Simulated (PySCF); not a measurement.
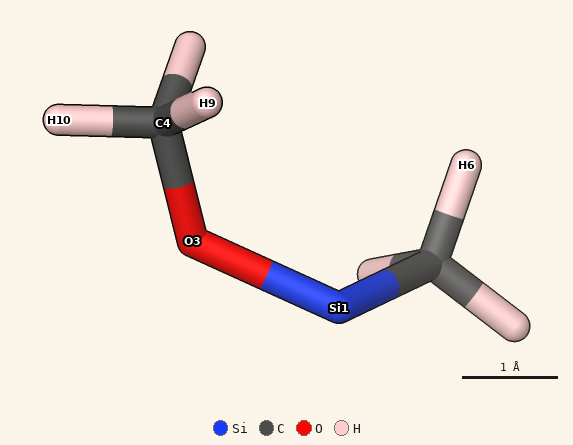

The starting structure (stick view, seen at a tilt; atoms are numbered from 1 in the order of the input). Bond lengths as drawn: C–H 1.09 to 1.12 Å, C–O 1.37 Å, C–Si 1.91 Å and O–Si 1.69 Å.

## Geometry relaxation of C₂H₆OSi

The run: geometry relaxation of C₂H₆OSi, multiplicity 3, SMILES CO[Si]C. Method and program: PBE0-D3(BJ)/def2-SVP geometry optimisation, gas phase (PySCF 2.14.0).

### The program's output
```
step   0  E = -443.95809792  max force = 0.028150
step   1  E = -443.95961270  max force = 0.009418
step   2  E = -443.95982782  max force = 0.002085
step   3  E = -443.95986587  max force = 0.000670
step   4  E = -443.95987900  max force = 0.000739
step   5  E = -443.95989122  max force = 0.000639
step   6  E = -443.95990598  max force = 0.000757
step   7  E = -443.95991548  max force = 0.000554
step   8  E = -443.95991788  max force = 0.000249
optimisation converged
```

### Trajectory as extended XYZ (Å, eV, eV/Å), 9 frames, from step=0 to step=8
```
10
Properties=species:S:1:pos:R:3:forces:R:3 step=0 energy=-12080.71518
Si    0.4299   -1.2104   -0.3540   -0.3506   0.3991  -0.0427
C     1.9803   -0.1168   -0.1323   -0.1435  -0.2301  -0.0244
O    -1.0041   -0.3778   -0.7013    1.2627  -0.6715  -0.5664
C    -1.8552    0.2268    0.1906   -1.4475  -0.4112   0.3006
H     2.0613    0.5959   -0.9552   -0.0406   0.1580  -0.3204
H     1.9487    0.4375    0.8077   -0.0648   0.1115   0.3132
H     2.8723   -0.7490   -0.1344    0.1643  -0.1655   0.0089
H    -1.4480    1.1454    0.6100    0.2243   0.4660   0.2276
H    -2.1527   -0.4468    1.0302    0.1797   0.2376  -0.1670
H    -2.7910    0.4696   -0.3598    0.2160   0.1061   0.2707
10
Properties=species:S:1:pos:R:3:forces:R:3 step=1 energy=-12080.75640
Si    0.4109   -1.1465   -0.3144    0.3355  -0.2825   0.0740
C     2.0187   -0.1463   -0.1449    0.0223   0.1098   0.0367
O    -0.9696   -0.2968   -0.6653   -0.4843   0.3156   0.0059
C    -1.8762    0.2703    0.2532    0.3635   0.0969  -0.0989
H     2.1136    0.5436   -0.9995   -0.0105  -0.0351   0.0120
H     2.0245    0.4313    0.7936    0.0134  -0.0058  -0.0316
H     2.8820   -0.8279   -0.1456   -0.0338  -0.0261   0.0017
H    -1.4658    1.2029    0.6867   -0.0503  -0.0746  -0.0149
H    -2.1139   -0.4149    1.0787   -0.0260  -0.1104   0.1180
H    -2.8053    0.5197   -0.2717   -0.1299   0.0123  -0.1028
10
Properties=species:S:1:pos:R:3:forces:R:3 step=2 energy=-12080.76225
Si    0.4144   -1.1430   -0.3100    0.0706  -0.0760   0.0194
C     2.0248   -0.1446   -0.1456    0.0029   0.0464   0.0139
O    -0.9707   -0.2795   -0.6645   -0.1016   0.1072  -0.0020
C    -1.8794    0.2725    0.2551    0.0686  -0.0604  -0.0542
H     2.1262    0.5281   -1.0119   -0.0015  -0.0129  -0.0043
H     2.0339    0.4476    0.7827   -0.0016   0.0004  -0.0071
H     2.8798   -0.8360   -0.1338   -0.0090  -0.0177   0.0034
H    -1.4801    1.1985    0.7060   -0.0057  -0.0004   0.0066
H    -2.1206   -0.4309    1.0713   -0.0161   0.0177   0.0051
H    -2.8094    0.5227   -0.2784   -0.0068  -0.0044   0.0192
10
Properties=species:S:1:pos:R:3:forces:R:3 step=3 energy=-12080.76329
Si    0.4152   -1.1382   -0.3087   -0.0143  -0.0022  -0.0056
C     2.0278   -0.1425   -0.1465   -0.0014   0.0080  -0.0008
O    -0.9684   -0.2655   -0.6670    0.0140   0.0096   0.0005
C    -1.8807    0.2707    0.2553   -0.0041  -0.0345  -0.0071
H     2.1390    0.5130   -1.0243    0.0048  -0.0035  -0.0035
H     2.0341    0.4647    0.7717   -0.0060   0.0028  -0.0001
H     2.8762   -0.8417   -0.1174   -0.0004  -0.0035   0.0055
H    -1.4864    1.1905    0.7223    0.0019   0.0137   0.0073
H    -2.1273   -0.4425    1.0619   -0.0004   0.0116  -0.0072
H    -2.8105    0.5269   -0.2765    0.0060  -0.0020   0.0110
10
Properties=species:S:1:pos:R:3:forces:R:3 step=4 energy=-12080.76365
Si    0.4145   -1.1339   -0.3109   -0.0230   0.0157  -0.0156
C     2.0287   -0.1412   -0.1476   -0.0024  -0.0089  -0.0066
O    -0.9661   -0.2550   -0.6699    0.0380  -0.0193   0.0033
C    -1.8809    0.2690    0.2559   -0.0282  -0.0026   0.0163
H     2.1514    0.5004   -1.0341    0.0067   0.0001  -0.0005
H     2.0284    0.4788    0.7620   -0.0064   0.0035   0.0011
H     2.8728   -0.8447   -0.1002    0.0024   0.0035   0.0066
H    -1.4901    1.1846    0.7349    0.0028   0.0048  -0.0009
H    -2.1292   -0.4524    1.0545    0.0046   0.0029  -0.0052
H    -2.8107    0.5296   -0.2737    0.0055   0.0003   0.0015
10
Properties=species:S:1:pos:R:3:forces:R:3 step=5 energy=-12080.76398
Si    0.4134   -1.1295   -0.3189   -0.0153   0.0198  -0.0202
C     2.0288   -0.1398   -0.1489   -0.0021  -0.0168  -0.0085
O    -0.9642   -0.2441   -0.6743    0.0328  -0.0305   0.0086
C    -1.8808    0.2669    0.2569   -0.0300   0.0243   0.0249
H     2.1690    0.4864   -1.0438    0.0069   0.0022   0.0023
H     2.0156    0.4949    0.7504   -0.0052   0.0033   0.0010
H     2.8687   -0.8462   -0.0757    0.0027   0.0066   0.0067
H    -1.4924    1.1784    0.7466    0.0012  -0.0038  -0.0064
H    -2.1279   -0.4632    1.0475    0.0062  -0.0055  -0.0018
H    -2.8112    0.5316   -0.2691    0.0029   0.0004  -0.0067
10
Properties=species:S:1:pos:R:3:forces:R:3 step=6 energy=-12080.76438
Si    0.4121   -1.1240   -0.3380   -0.0008   0.0158  -0.0195
C     2.0275   -0.1378   -0.1503   -0.0003  -0.0171  -0.0071
O    -0.9631   -0.2311   -0.6820    0.0108  -0.0274   0.0163
C    -1.8796    0.2638    0.2584   -0.0166   0.0389   0.0181
H     2.1976    0.4684   -1.0536    0.0054   0.0035   0.0040
H     1.9900    0.5161    0.7345   -0.0029   0.0023   0.0011
H     2.8615   -0.8457   -0.0360    0.0020   0.0061   0.0053
H    -1.4936    1.1712    0.7582   -0.0005  -0.0107  -0.0097
H    -2.1208   -0.4768    1.0406    0.0048  -0.0116   0.0028
H    -2.8127    0.5313   -0.2610   -0.0018   0.0002  -0.0113
10
Properties=species:S:1:pos:R:3:forces:R:3 step=7 energy=-12080.76464
Si    0.4116   -1.1202   -0.3633    0.0080   0.0071  -0.0119
C     2.0248   -0.1358   -0.1503    0.0022  -0.0086  -0.0026
O    -0.9642   -0.2232   -0.6910   -0.0106  -0.0123   0.0179
C    -1.8774    0.2611    0.2592    0.0036   0.0285   0.0005
H     2.2261    0.4565   -1.0564    0.0023   0.0024   0.0037
H     1.9603    0.5319    0.7228   -0.0004   0.0002   0.0004
H     2.8532   -0.8430    0.0030   -0.0001   0.0027   0.0026
H    -1.4923    1.1677    0.7607   -0.0021  -0.0094  -0.0069
H    -2.1078   -0.4858    1.0386    0.0015  -0.0100   0.0049
H    -2.8154    0.5263   -0.2525   -0.0043  -0.0005  -0.0086
10
Properties=species:S:1:pos:R:3:forces:R:3 step=8 energy=-12080.76470
Si    0.4120   -1.1191   -0.3809    0.0064   0.0001  -0.0035
C     2.0226   -0.1347   -0.1486    0.0016   0.0005   0.0009
O    -0.9667   -0.2233   -0.6969   -0.0128   0.0017   0.0116
C    -1.8756    0.2599    0.2583    0.0106   0.0059  -0.0103
H     2.2402    0.4564   -1.0517    0.0003   0.0007   0.0017
H     1.9427    0.5347    0.7220    0.0010  -0.0007   0.0003
H     2.8485   -0.8409    0.0216   -0.0014  -0.0009   0.0004
H    -1.4906    1.1697    0.7535   -0.0018  -0.0030  -0.0022
H    -2.0960   -0.4862    1.0417   -0.0006  -0.0035   0.0033
H    -2.8182    0.5189   -0.2481   -0.0034  -0.0008  -0.0024
```

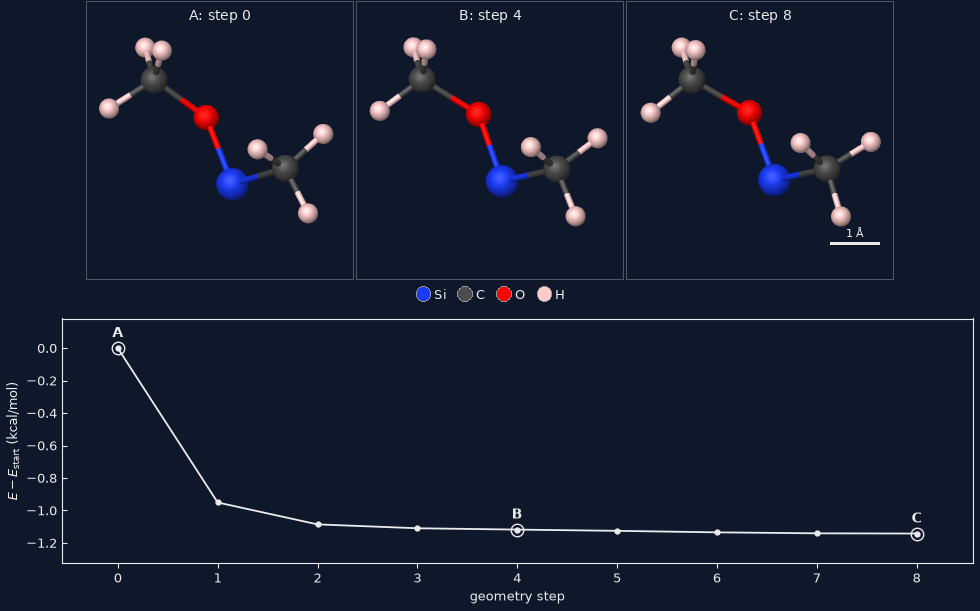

Frames of the relaxation (ball-and-stick view, seen at a tilt) above the curves, on which the letters mark them (steps are counted from 0).

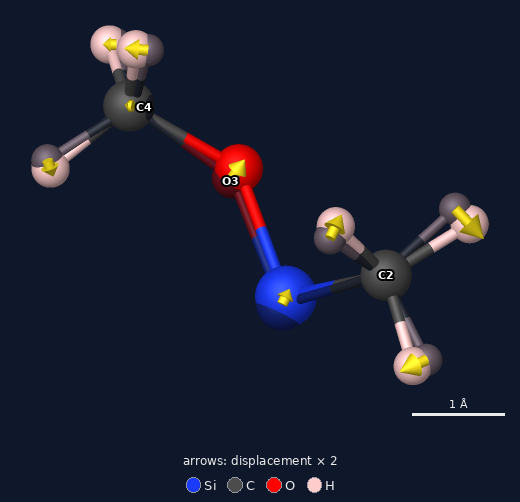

Start (faint) and end (solid) with the displacements as yellow arrows, magnified 2 times (ball-and-stick view, seen at a tilt). The two geometries are laid on each other by the best rigid fit. The atom that moves furthest after the best rigid fit is H5 (0.23 Å). By element the largest moves are H 0.23 Å, O 0.13 Å, Si 0.09 Å, C 0.05 Å. Among the contacts that change: O3–C4 1.373 → 1.404 Å, Si1–O3 1.694 → 1.674 Å, C4–H8 1.089 → 1.105 Å, C4–H9 1.117 → 1.104 Å. Among the angles that change: H9–C4–H10 106.2° → 108.3°. After 8 geometry steps the energy has fallen by 1.14 kcal/mol. The largest force component goes from 1.4 to 0.013 eV/Å. (Atoms are counted from 1 in the order of the input.)

This output came from the following input.

### Input file
```
{"job": {"xc": "PBE0", "basis": "def2-SVP", "d3": "d3bj", "grid": 2, "kind": "geom", "shake": 0.01}, "charge": 0, "multiplicity": 3}
Si     0.429945    -1.210424    -0.354032
C      1.980260    -0.116750    -0.132286
O     -1.004075    -0.377820    -0.701275
C     -1.855168     0.226780     0.190600
H      2.061274     0.595913    -0.955198
H      1.948678     0.437544     0.807656
H      2.872309    -0.749037    -0.134421
H     -1.448003     1.145439     0.609970
H     -2.152716    -0.446780     1.030242
H     -2.790951     0.469551    -0.359782
```

The first line tells a small driver script what to run in PySCF; the rest is the geometry in Å.

Launch command:
```bash
OMP_NUM_THREADS=1 python <driver script> task.json out
```

### Summary

```csv
quantity,value
outcome,converged
total energy,−443.959918 hartree
⟨S²⟩,2.002
dipole moment,1.37 D
point group,C1
hardware,"1 CPU thread, shared host"
wall time,86 s
peak memory,0.46 GiB
```
